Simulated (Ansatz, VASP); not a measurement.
# Cross-check of Te2AsP between VASP and Ansatz, part 2 of 2

Wanted: the spread between two codes on one cell, functional and k mesh. The cell is invented: As first built, before any earlier steps moved the atoms (in the runner's words): it takes the TeAs structure with some of its atoms replaced by other elements, volume scaled by an estimate. It may not be a known or stable phase. The cell is taken from a series of VASP runs on this material, whose earlier steps may have relaxed, scaled or displaced it; both programs get it as it stands. Valence electrons are named where the data sets of a main pair hold unlike numbers.

VASP 6.6.1 and Ansatz 0.2.0.

So far. Step 2 (Ansatz: single point, PBEsol): The run ends at a pressure of -0.09 GPa, with forces up to 0.0055 eV/Å.

### 5. VASP: band structure, PBEsol, spin-orbit coupling

Level of this step: PBEsol, spin-orbit coupling; plane waves and PAW (Te, As, P); invented cell (VASP).

A single point gives forces, pressure and levels at one fixed geometry, so differences don't come from the geometry; what else differs is listed under the comparison.

Input file INCAR:

```
SYSTEM = Te2AsP
PREC = Accurate
ENCUT = 400
EDIFF = 1E-06
NELM = 100
ISMEAR = 0
SIGMA = 0.05
LREAL = .FALSE.
ALGO = Normal
GGA = PS
LNONCOLLINEAR = .TRUE.
MAGMOM = 0 0 0 0 0 0 0 0 0 0 0 0
NBANDS = 34
GGA_COMPAT = .FALSE.
LASPH = .TRUE.
LSORBIT = .TRUE.
LORBIT = 11
LWAVE = .FALSE.
LCHARG = .FALSE.
KPAR = 2
```

Input file POSCAR:

```
Te2AsP
1.0
    2.0379376299      1.1766042046      6.5650566586
   -2.0379376299      1.1766042046      6.5650566586
    0.0000000000     -2.3532074751      6.5650566656
Te As P
2 1 1
Direct
    0.7533256786      0.7533256786      0.7533256786
    0.2466743214      0.2466743214      0.2466743214
    0.0000000000      0.0000000000      0.0000000000
    0.5000000000      0.5000000000      0.5000000000
```

Input file KPOINTS:

```
Automatic mesh
0
Gamma
5 5 5
0 0 0
```

Input file KPOINTS_OPT:

```
Line mode
16
Line-mode
Reciprocal
  0.00000000   0.00000000   0.00000000 GAMMA
  0.50000000   0.00000000   0.00000000 L

  0.50000000   0.00000000   0.00000000 L
  0.50000000   0.18808040  -0.18808040 B1

  0.81191960   0.50000000   0.18808040 B
  0.50000000   0.50000000   0.50000000 Z

  0.50000000   0.50000000   0.50000000 Z
  0.00000000   0.00000000   0.00000000 GAMMA

  0.00000000   0.00000000   0.00000000 GAMMA
  0.34404020   0.00000000  -0.34404020 X

  0.65595980   0.34404020   0.00000000 Q
  0.50000000   0.50000000   0.00000000 F

  0.50000000   0.50000000   0.00000000 F
  0.65595980   0.65595980   0.18808040 P1

  0.65595980   0.65595980   0.18808040 P1
  0.50000000   0.50000000   0.50000000 Z

  0.50000000   0.00000000   0.00000000 L
  0.81191960   0.34404020   0.34404020 P
```

The projector-augmented-wave data sets are Te, As and P (PBE family, release 64).

On the command line:

```console
> mpirun -np 2 vasp_ncl
```

Numbers of over 12 decimals in the logs are rounded to 6 here.

The log of the run:

```text
[banner, memory and clock lines left out]
running    2 mpi-ranks, on    1 nodes
[...]
[... a notice as in an earlier step ...]

 LDA part: xc-table for (Slater+PW92), standard interpolation
 POSCAR, INCAR and KPOINTS ok, starting setup
[...]
entering main loop
       N       E                     dE             d eps       ncg     rms          rms(c)
DAV:   1     0.737482055615E+02    0.73748E+02   -0.72840E+03  1292   0.880E+02
DAV:   2    -0.116299047289E+02   -0.85378E+02   -0.81119E+02  1614   0.153E+02
DAV:   3    -0.175253031835E+02   -0.58954E+01   -0.57449E+01  1578   0.403E+01
DAV:   4    -0.176338820406E+02   -0.10858E+00   -0.10762E+00  1578   0.627E+00
[...]
DAV:  11    -0.175450267591E+02    0.88467E-05   -0.31229E-05  1522   0.355E-02    0.372E-02
DAV:  12    -0.175450256872E+02    0.10719E-05   -0.34829E-06  1514   0.117E-02    0.173E-02
DAV:  13    -0.175450254016E+02    0.28562E-06   -0.10134E-06   912   0.603E-03
   1 F= -.17545025E+02 E0= -.17543210E+02  d E =-.363058E-02  mag=    -0.0000     0.0000    -0.0000
 Start KPOINTS_OPT (optional k-point list driver)
k-point batch [1-19\144]
       N       E                     dE             ncg
DAV:   1     0.240442369399E+04   -0.31265E+04     1292
DAV:   2     0.745234779403E+03   -0.16592E+04     1668
DAV:   3     0.626165300588E+03   -0.11907E+03     1634
DAV:   4     0.623548403316E+03   -0.26169E+01     1542
DAV:   5     0.623484905951E+03   -0.63497E-01     1624
DAV:   6     0.623482918367E+03   -0.19876E-02     1514
DAV:   7     0.623482821258E+03   -0.97109E-04     1664
DAV:   8     0.623482816540E+03   -0.47179E-05     1244
DAV:   9     0.623482816312E+03   -0.22749E-06     1002
[...]
k-point batch [134-144\144]
       N       E                     dE             ncg
DAV:   1     0.443382476897E+04   -0.50443E+04      748
DAV:   2     0.350217587422E+04   -0.93165E+03      956
DAV:   3     0.344251386062E+04   -0.59662E+02      948
DAV:   4     0.344149255631E+04   -0.10213E+01      856
DAV:   5     0.344146671582E+04   -0.25840E-01      884
DAV:   6     0.344146565648E+04   -0.10593E-02      912
DAV:   7     0.344146561002E+04   -0.46457E-04      876
DAV:   8     0.344146560768E+04   -0.23461E-05      744
DAV:   9     0.344146560757E+04   -0.11152E-06      564
```

From OUTCAR (step 5):

```text
  Total        0.5358875      0.5358876     -0.2021268     -0.0000000     -0.0000000      0.0000000
  in kB        9.0901979      9.0901988     -3.4286530     -0.0000000     -0.0000002      0.0000000
  external PRESSURE =       4.9172479 kB  Pullay stress =       0.0000000 kB

 POSITION                                       TOTAL-FORCE (eV/Angst)
 -----------------------------------------------------------------------------------
      0.00000      0.00000     14.83688        -0.000000      0.000000      0.008204
      0.00000      0.00000      4.85829        -0.000000     -0.000000     -0.008204
      0.00000      0.00000      0.00000        -0.000000     -0.000000     -0.000000
      0.00000      0.00000      9.84758         0.000000      0.000000      0.000000
 -----------------------------------------------------------------------------------
    total drift:                                0.000000      0.000000     -0.000000

  FREE ENERGIE OF THE ION-ELECTRON SYSTEM (eV)
  ---------------------------------------------------
  free  energy   TOTEN  =       -17.5450254016 eV

  energy  without entropy=      -17.5413948186  energy(sigma->0) =      -17.54321011

 magnetization (x)
# of ion       s       p       d       tot
------------------------------------------
    1        0.000  -0.000   0.000  -0.000
    2        0.000  -0.000   0.000  -0.000
    3       -0.000   0.000   0.000  -0.000
    4        0.000   0.000   0.000   0.000
--------------------------------------------------
tot         -0.000  -0.000   0.000  -0.000

 magnetization (y)
# of ion       s       p       d       tot
------------------------------------------
    1        0.000   0.000   0.000   0.000
    2        0.000   0.000   0.000   0.000
    3       -0.000   0.000   0.000  -0.000
    4        0.000   0.000   0.000   0.000
--------------------------------------------------
tot         -0.000   0.000   0.000   0.000

 magnetization (z)
# of ion       s       p       d       tot
------------------------------------------
    1        0.000   0.000   0.000   0.000
    2        0.000   0.000   0.000   0.000
    3        0.000   0.000   0.000   0.000
    4        0.000   0.000   0.000   0.000
--------------------------------------------------
tot          0.000   0.000   0.000   0.000

[... 1 part as in an earlier step ...]

[... 2 further parts left out ...]
[key lines of the parts left out:]
E-fermi :   7.5602
```

The k-mesh is coarse for a metal.

The run ends at a pressure of 0.49 GPa, with forces up to 0.0082 eV/Å.

### 6. Ansatz: band structure, PBEsol, spin-orbit coupling

The same cell, functional, mesh and smearing now go to Ansatz, which takes its cutoff from its data sets.

The cell is taken from a series of VASP runs on this material, whose earlier steps may have relaxed, scaled or displaced it; both programs get it as it stands.

Input file input.yaml:

```yaml
crystal:
  lattice:
    - [2.0379376299, 1.1766042046, 6.5650566586]
    - [-2.0379376299, 1.1766042046, 6.5650566586]
    - [0.0, -2.3532074751, 6.5650566656]
  atoms:
    - { symbol: Te, position: [0.7533256786, 0.7533256786, 0.7533256786] }
    - { symbol: Te, position: [0.2466743214, 0.2466743214, 0.2466743214] }
    - { symbol: As, position: [0.0, 0.0, 0.0] }
    - { symbol: P, position: [0.5, 0.5, 0.5] }
hamiltonian:
  xc: pbesol
  pseudopotentials: { kind: paw_fr }
magnetization:
  noncollinear: true
  spin_orbit: true
kpoints:
  mp_grid: { grid: [5, 5, 5] }
  band_path:
    path:
      - [0.0, 0.0, 0.0]
      - [0.13333, 0.0, 0.0]
      - [0.3, 0.0, 0.0]
      - [0.46667, 0.0, 0.0]
      - [0.5, 0.03762, -0.03762]
      - [0.5, 0.10031, -0.10031]
      - [0.5, 0.163, -0.163]
      - [0.77033, 0.5, 0.22967]
      - [0.66636, 0.5, 0.33364]
      - [0.56238, 0.5, 0.43762]
      - [0.46667, 0.46667, 0.46667]
      - [0.3, 0.3, 0.3]
      - [0.13333, 0.13333, 0.13333]
      - [0.0, 0.0, 0.0]
      - [0.11468, 0.0, -0.11468]
      - [0.20642, 0.0, -0.20642]
      - [0.3211, 0.0, -0.3211]
      - [0.62477, 0.37523, 0.0]
      - [0.57278, 0.42722, 0.0]
      - [0.52079, 0.47921, 0.0]
      - [0.52079, 0.52079, 0.02508]
      - [0.57278, 0.57278, 0.08777]
      - [0.62477, 0.62477, 0.15046]
      - [0.64556, 0.64556, 0.20888]
      - [0.59358, 0.59358, 0.31285]
      - [0.54159, 0.54159, 0.41682]
      - [0.5, 0.0, 0.0]
      - [0.60397, 0.11468, 0.11468]
      - [0.70795, 0.22936, 0.22936]
      - [0.81192, 0.34404, 0.34404]
    npoints: 1
scf:
  occupations: { method: gaussian, width: 0.05 }
  n_extra_bands: 16
output:
  forces: true
  stress: true
  eigenvalues: true
```

On the command line:

```console
> ansatz run input.yaml --threads 2 --pin off --max-ram 4608MiB --backend cpu --events-out ev --progress --plain --runs-dir out
```

The log of the run:

```text
[...]
non-collinear run that drives no moment, with spin-orbit: no starting moment large enough to seed its density (crystal.atoms[].spin), no starting occupations that ask for one, no magnetisation constraint and no magnetic field, so the semilocal B_xc is pinned to zero
Crystal: 4 atoms, lattice volume = 94.452 Å³
[...]
k-point 1: bands = [... 48 lower, 9.9092, 9.9092, 10.4968, 10.4968, 11.1123, 11.1123, 11.8764, 11.8764, ... 12 higher]
  k-point 2: bands = [... 48 lower, 7.4448, 7.4448, 12.4513, 12.4513, 12.7076, 12.7076, 13.0379, 13.0379, ... 12 higher]
  k-point 18: bands = [... 48 lower, 9.6928, 9.6928, 9.8343, 9.8343, 10.6021, 10.6021, 12.0420, 12.0420, ... 12 higher]
[key lines of the parts left out:]
SCF converged after 8 iterations
Magnetization: |M| = 0.0000 μB,  M = (+0.0000, +0.0000, +0.0000) μB
Free energy (F): -19360.910783 eV
Fermi energy:    10.992633 eV
P = ⅓ Tr σ = 0.4013 GPa (4.013 kbar)
```

Wall time 30 s (2 threads of Arm Neoverse V1, shared host); peak memory 0.72 GiB.

### 7. Side by side

What differs besides the data sets and the points named for the pairs above, as far as they apply: spin-orbit coupling enters by fully relativistic files in Ansatz and inside the spheres in VASP; the data sets hold 52 valence electrons in Ansatz (on its fully relativistic PAW (standard-fr) files) and 22 in VASP. Total energies have different zeros and are not compared.

Compared:

```
      quantity  Ansatz  VASP  difference
pressure (GPa)    0.40  0.49       -0.09
```

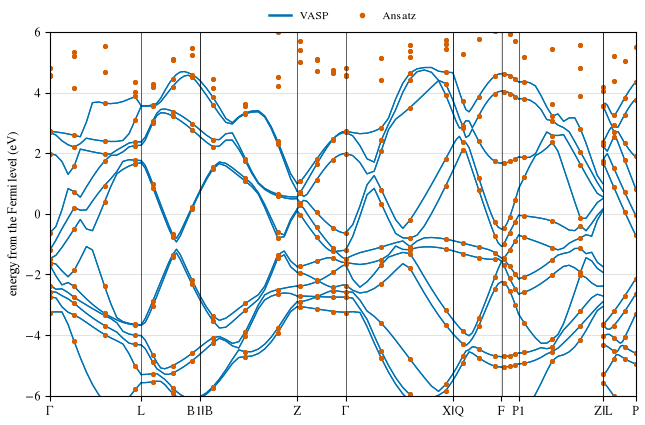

Bands from VASP (lines) and levels from Ansatz (dots). Dots without a line are higher empty bands that the VASP plot leaves out.

At this near-relaxed geometry the largest component of a force difference is 4 meV/Å. Levels from 3 eV below to 2 eV above the Fermi level differ by 7 meV r.m.s. and 25 meV at most; each VASP level is matched to the nearest of Ansatz, which flatters the figure a little. Ansatz's pressure holds a Pulay correction of 0.03 GPa; VASP's holds none.

### 8. What came out

```json
{
  "difference in pressure (single point, PBEsol)": "-0.10 GPa",
  "r.m.s. difference of levels near the Fermi level (band structure, PBEsol, spin-orbit coupling)": "7.5 meV"
}
```

**Reading.** The difference in pressure is -0.10 GPa (single point, PBEsol), within the 1 GPa picked in this series as the mark of a large difference. The data sets hold unlike numbers of valence electrons (52 in Ansatz and 22 in VASP), so part of the differences comes from the potentials. How closely two codes agree says nothing of how well the functional describes the real material.

[Lines on the potential files, build, host, timing and source positions are cut from VASP's logs without a mark.]

[Logs are printed without paths, hosts, clocks, repeated set-up lines and the standing remarks that a program may print on its own settings, such as how far it seeks lower states.]

[Hosts, paths, dates, database ids (printed as entryN), source tags and the programs' standing remarks are cut or masked in the printed files.]
